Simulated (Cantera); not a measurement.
Input: 1 mol MgO, 3.4 mol SO2, 0.21 mol O2, held at 26.3 Torr.

These are equilibrium values from Cantera (NASA tables, ideal gas, pure condensed phases), not measurements of a reactor. Candidate condensed phases: Mg, MgO, MgS, MgSO4, S; 14 gas species. Mutual solubility and eutectic melting of coexisting phases are not modelled. Equilibrium is a limit: real reactors are often held back by kinetics, nucleation or transport.

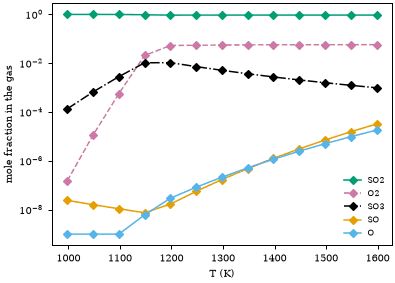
Figure. Equilibrium gas composition (values under 1e-9 drawn at 1e-9)

Q: Read off the mole fractions at 1248 K.

A: SO2 about 0.94, O2 about 0.055, SO3 about 0.0073, O about 8.3e-8, SO about 5.7e-8.
